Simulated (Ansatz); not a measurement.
LiW3N3

```cif
data_structure
_symmetry_space_group_name_H-M 'P 1'
_symmetry_Int_Tables_number 1
_cell_length_a 4.1739
_cell_length_b 4.1739
_cell_length_c 4.1739
_cell_angle_alpha 90.000
_cell_angle_beta 90.000
_cell_angle_gamma 90.000
_cell_volume 72.71
loop_
_atom_site_label
_atom_site_type_symbol
_atom_site_fract_x
_atom_site_fract_y
_atom_site_fract_z
_atom_site_occupancy
Li1 Li 0.00000 0.00000 0.00000 1
W1 W 0.00000 0.50000 0.50000 1
W2 W 0.50000 0.00000 0.50000 1
W3 W 0.50000 0.50000 0.00000 1
N1 N 0.50000 0.00000 0.00000 1
N2 N 0.00000 0.50000 0.00000 1
N3 N 0.00000 0.00000 0.50000 1
```

Space group Pm-3m; a structure generated by program, which may or may not match a known phase.

Level of theory: DFT PBE, scalar-relativistic, plane waves, PAW (Ansatz 0.2.0).

What will maps of the valence pseudo-density and electron localisation function show?

Answer. Li–N (2.09 Å): ρ at the midpoint is about 0.29 e/Å³; the ELF peaks at about 0.80 in the valence shell of N, 0.8 Å from its nucleus, and is about 0.50 at the midpoint.

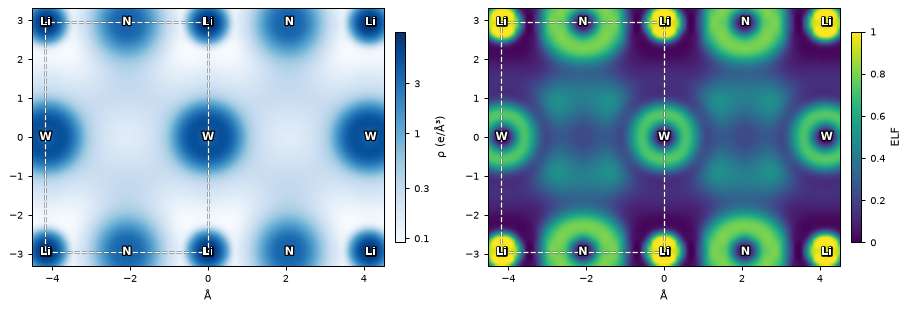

Computed valence pseudo-density and electron localisation function on the (110) plane of the conventional cell, in this order. 

Core electrons are frozen (PAW), and the valence fields are smoothed inside the atomic spheres.
